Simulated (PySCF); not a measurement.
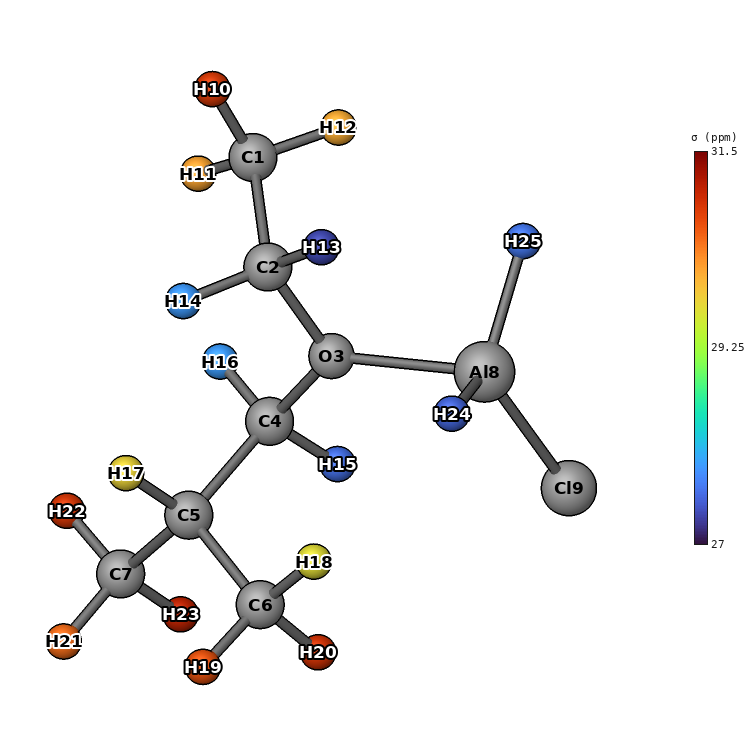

Atoms are coloured by their isotropic NMR shieldings (H only, the others grey). The geometry was computed by an optimisation with GFN2-xTB. No frequency run is at hand to confirm it as a minimum. Properties computed with GIAO PBE0/pcSseg-1 NMR shielding, non-relativistic, gas phase (PySCF 2.14.0).

Give the isotropic NMR shieldings of the H atoms atom by atom.

```
atom  σ (ppm)
 H10    30.82
 H11    30.14
 H12    30.08
 H13    27.37
 H14    27.91
 H15    27.63
 H16    27.92
 H17    29.78
 H18    29.69
 H19    30.64
 H20    30.90
 H21    30.47
 H22    30.85
 H23    31.06
 H24    27.55
 H25    27.67
```

The geometry is semi-empirical. Around Al such bond lengths and angles can be off by a tenth of an ångström or more and by several degrees, and values that hang on the shape move with them.
